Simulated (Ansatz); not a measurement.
A series of calculations on C₃H₈BGa

### Relaxation

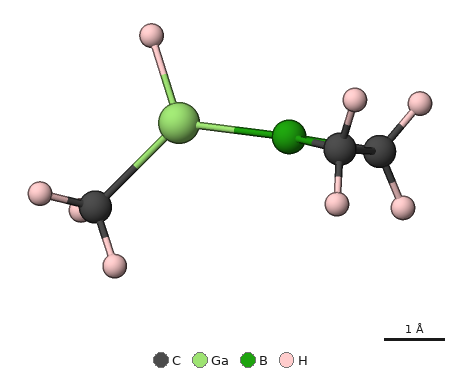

Starting structure of C₃H₈BGa. Style: ball-and-stick. Shown at a tilt.

The run prepares an end point of a later path (torsion) calculation, from a guessed geometry.

All numbers below come from RKS B3LYP/def2-SVP (Ansatz).

Input file:
```yaml
crystal:
  periodic: [false, false, false]
  atoms:
    - { symbol: C, position_ang: [-2.73737, 0.35293, 0.59624] }
    - { symbol: Ga, position_ang: [-0.79052, 0.19836, 1.16924] }
    - { symbol: B, position_ang: [0.87525, -0.08013, -0.01392] }
    - { symbol: C, position_ang: [1.76467, -1.02456, -0.86115] }
    - { symbol: C, position_ang: [2.07199, 0.45933, -0.83562] }
    - { symbol: H, position_ang: [-3.17349, 1.30726, 0.91047] }
    - { symbol: H, position_ang: [-2.85273, 0.27772, -0.49097] }
    - { symbol: H, position_ang: [-3.34558, -0.43797, 1.0487] }
    - { symbol: H, position_ang: [-0.60046, 0.29291, 2.76456] }
    - { symbol: H, position_ang: [2.48539, -1.68611, -0.39746] }
    - { symbol: H, position_ang: [1.39786, -1.43947, -1.79214] }
    - { symbol: H, position_ang: [1.91442, 1.01822, -1.74994] }
    - { symbol: H, position_ang: [2.99057, 0.76151, -0.34801] }
basis:
  gaussian: { orbitals: def2-SVP }
hamiltonian:
  xc: b3lyp
relax:
  f_tol: 0.015
  max_steps: 40
```

Command:
```bash
ansatz run input.yaml --threads 2 --pin off --max-ram 3072MiB --backend cpu --events-out ev --progress --plain --runs-dir out
```

> Where does the relaxation end?

After 5 accepted moves (6 points after the start) the energy has fallen by 8.07 kJ/mol. Largest force component: 0.63 eV/Å at the start, 0.0083 eV/Å at the end. The line search rejected the trial step at point 4 of the run. The atom that moves furthest after the best rigid fit is H13 (0.18 Å). Largest moves by element: H 0.18 Å, C 0.09 Å, B 0.07 Å, Ga 0.06 Å. Near-neighbour distances that change, for instance: C1–Ga2 2.035 → 1.991 Å, Ga2–H9 1.609 → 1.586 Å, Ga2–B3 2.062 → 2.046 Å, C4–H10 1.083 → 1.097 Å. Among the angles between lasting bonds that change: C1–Ga2–B3 128.4° → 124.5°, C1–Ga2–H9 112.8° → 115.7°, B3–C5–H13 120.9° → 118.4°. The run took 58 s on 2 threads of Arm Neoverse N1, with other jobs on the host, peak memory 0.32 GiB.

Final geometry:

```xyz
13

C    -2.6652    0.3847    0.5643
Ga   -0.7912    0.1438    1.1917
B     0.8215   -0.1119   -0.0414
C     1.7898   -1.0358   -0.8397
C     2.0042    0.4650   -0.8760
H    -3.0619    1.3393    0.9496
H    -2.7694    0.3767   -0.5305
H    -3.2972   -0.4163    0.9841
H    -0.5852    0.1516    2.7638
H     2.5027   -1.6563   -0.2826
H     1.4102   -1.5342   -1.7406
H     1.7779    1.0069   -1.8028
H     2.8638    0.8865   -0.3399
```

The end point in the same view:

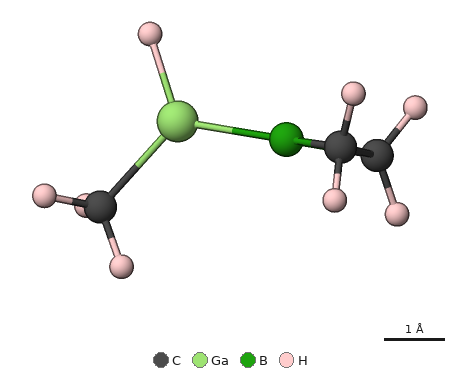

### Relaxation

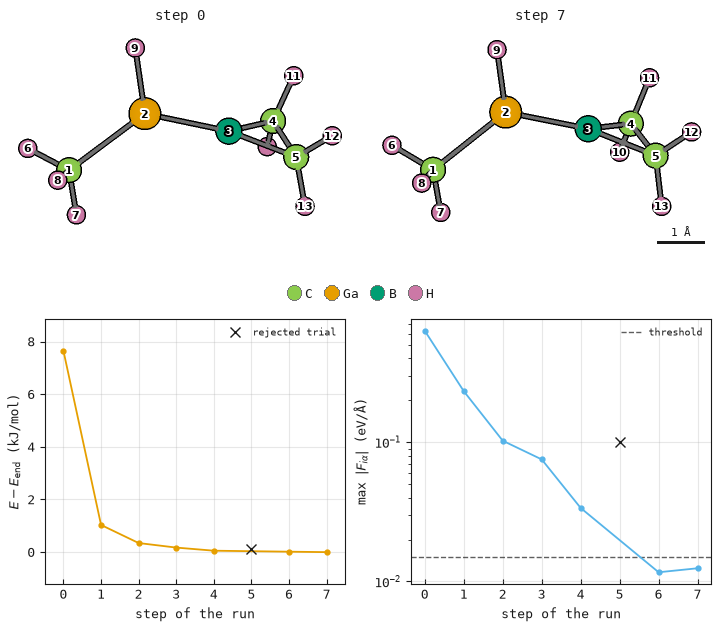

First and last geometry of a relaxation of C3H8BGa, with the history of the run. The picture is a ball-and-stick view, seen at a tilt.

The run prepares an end point of a later path (torsion) calculation, from a guessed geometry.

The calculation used Ansatz, RKS B3LYP/def2-SVP.

Input
```yaml
crystal:
  periodic: [false, false, false]
  atoms:
    - { symbol: C, position_ang: [-2.73737, 0.35293, 0.59624] }
    - { symbol: Ga, position_ang: [-0.79052, 0.19836, 1.16924] }
    - { symbol: B, position_ang: [0.87525, -0.08013, -0.01392] }
    - { symbol: C, position_ang: [2.13805, 0.50448, -0.69537] }
    - { symbol: C, position_ang: [1.88438, -0.98838, -0.759] }
    - { symbol: H, position_ang: [-3.17349, 1.30726, 0.91047] }
    - { symbol: H, position_ang: [-2.85273, 0.27772, -0.49097] }
    - { symbol: H, position_ang: [-3.34558, -0.43797, 1.0487] }
    - { symbol: H, position_ang: [-0.60046, 0.29291, 2.76456] }
    - { symbol: H, position_ang: [2.07246, 1.05651, -1.62438] }
    - { symbol: H, position_ang: [2.97968, 0.84001, -0.10163] }
    - { symbol: H, position_ang: [2.56192, -1.6342, -0.214] }
    - { symbol: H, position_ang: [1.6467, -1.40439, -1.73024] }
basis:
  gaussian: { orbitals: def2-SVP }
hamiltonian:
  xc: b3lyp
relax:
  f_tol: 0.015
  max_steps: 40
output:
  orbitals: {}
```

Launched with:
```bash
ansatz run input.yaml --threads 2 --pin off --max-ram 3072MiB --backend cpu --events-out ev --progress --plain --runs-dir out
```

Q: Did the run converge, and what did it change?

A: It converged. H10 moves most after the best rigid fit: 0.20 Å. Largest moves by element: H 0.20 Å, C 0.12 Å, Ga 0.08 Å, B 0.06 Å. Among the contacts that change: C1–Ga2 2.035 → 1.991 Å, Ga2–H9 1.609 → 1.586 Å, Ga2–B3 2.062 → 2.047 Å, C4–H10 1.083 → 1.097 Å. Among the angles between lasting bonds that change: C1–Ga2–B3 128.4° → 124.6°, C1–Ga2–H9 112.8° → 115.8°, B3–C5–H12 121.0° → 118.5°. After 6 accepted moves (7 points after the start) the energy has fallen by 7.64 kJ/mol. Largest force component: 0.63 eV/Å at the start, 0.012 eV/Å at the end. The line search rejected the trial step at point 5 of the run. Cost: 65 s on 2 threads of Arm Neoverse N1 (shared host), peak memory 0.33 GiB.

### Path

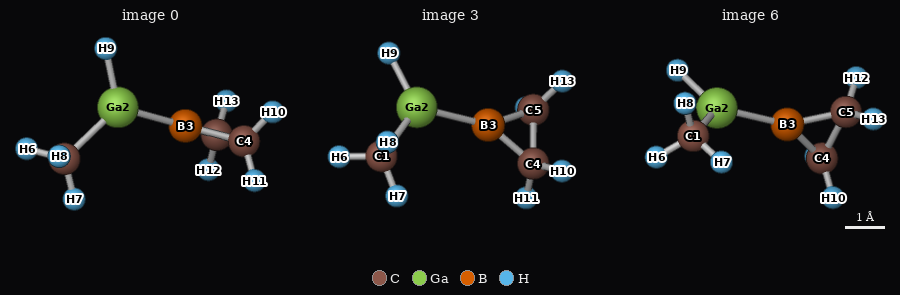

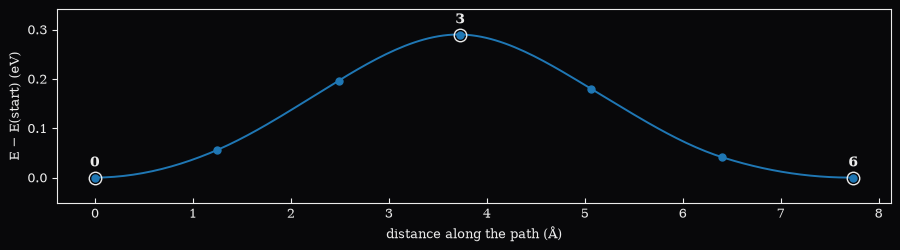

A nudged-elastic-band calculation for C3H8BGa. Images are numbered from 0 (start) to 6 (end). A ball-and-stick model, seen at a tilt.

Computed with RKS B3LYP/def2-SVP (Ansatz 0.2.0). Run with 5 movable images; climbing image; force threshold 0.05 eV/Å; iteration limit 60; starting path through a guess of the saddle point.

What happens along the path, and what is the barrier?

Answer. The barrier is about 0.290 eV in both directions, with image 3 at the top; the ends have the same energy. The motion is a rotation about the Ga2–B3 bond by about 180°. No bond forms or breaks between the ends. The band is converged. At the top, the vibrational analysis gives one imaginary mode (129i cm⁻¹), as a transition state must have.

Cost: 7.2 min on 2 threads of Arm Neoverse N1, with other jobs on the host, peak memory 0.33 GiB.
